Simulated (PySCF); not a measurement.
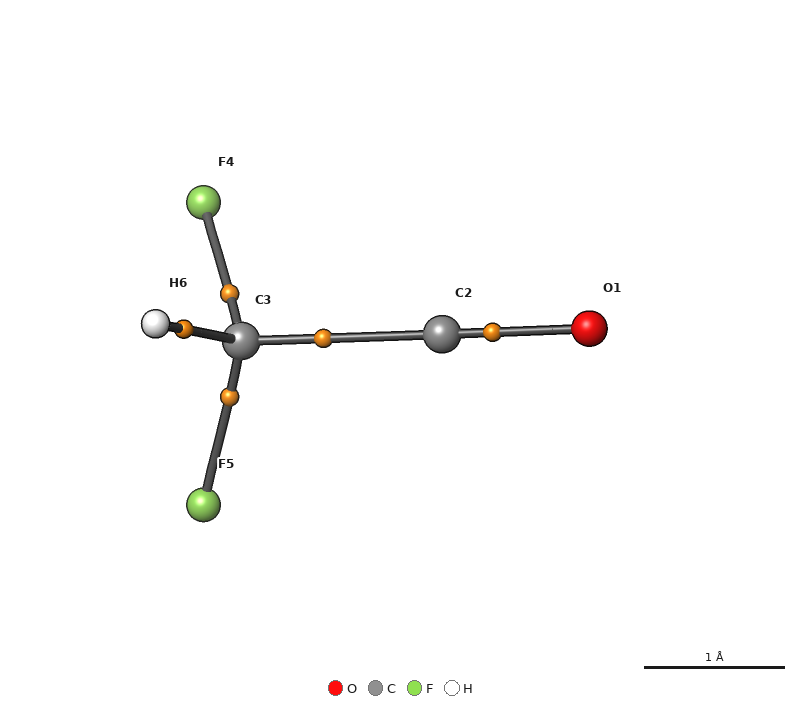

*C2HF2O, charge +1, SMILES `[O+]#CC(F)F`. Molecular graph of the electron density (QTAIM): bond paths, bond critical points (orange), ring points (yellow, if any); weak paths are dashed.*

Computed with PySCF, CAM-B3LYP/cc-pVTZ, geometry: GFN2-xTB. No frequency check shows the geometry to be a minimum.

**How many critical points of each kind are there, and does the count close?**

6 nuclei, 5 bond, 0 ring and 0 cage critical points: 6 − 5 + 0 − 0 = 1, as the Poincaré–Hopf relation requires.

**Tabulate density, Laplacian, ellipticity and energy density at the bond critical points (atomic units).**

| bond | length (Å) | ρ (a.u.) | ∇²ρ (a.u.) | ε | H (a.u.) |
| --- | --- | --- | --- | --- | --- |
| O1–C2 | 1.101 | 0.534 | +0.96 | 0.00 | −1.013 |
| C3–F4 (2 alike) | 1.328 | 0.300 | −0.43 | 0.14 | −0.465 |
| C3–H6 | 1.126 | 0.285 | −1.17 | 0.02 | −0.311 |
| C2–C3 | 1.487 | 0.257 | −0.80 | 0.11 | −0.290 |

**What kind of interaction is C3–F4?**

Shared-shell (covalent): ρ = 0.300, ∇²ρ = −0.43, H = −0.465 a.u.

The PySCF run took 18 s on 1 thread of Arm Neoverse V1, with other jobs on the host, peak memory 0.6 GiB.
